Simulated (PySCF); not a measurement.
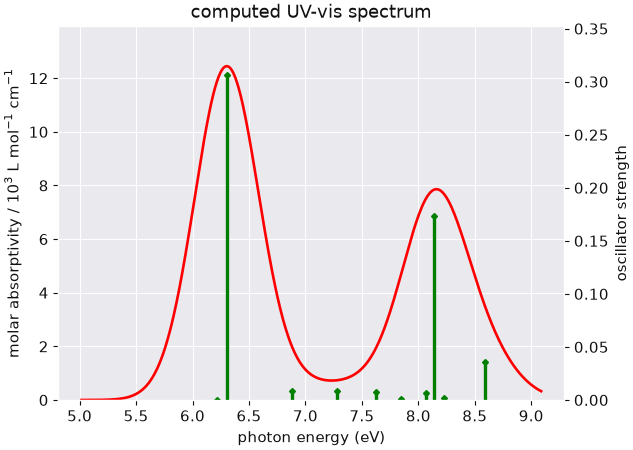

Vertical TDDFT excitations, PBE0/aug-cc-pVTZ, PySCF 2.14.0, at a PBE0-D3(BJ)/def2-TZVP geometry (no frequency check), gas phase. The lowest 10 singlet states are shown; each is broadened by a Gaussian of 1/e half-width 0.40 eV. Sticks give oscillator strengths (right axis).

**Which molecule gives this spectrum?**
A. C₃H₃N (acrylonitrile), SMILES C=CC#N
B. C₂H₇P (dimethylphosphine), SMILES CPC
C. C₂H₅ClO (2-chloroethanol), SMILES OCCCl
D. PH₃O (trivalent P–OH tautomer), SMILES OP

Option A. Its lowest singlet lies at 6.22 eV (f = 0.000) and the brightest of those computed is S2 at 6.30 eV (197 nm), f = 0.306, mainly HOMO → LUMO (88 %).

Note: states above the negative HOMO energy depend on the basis; core orbitals are frozen in the response.
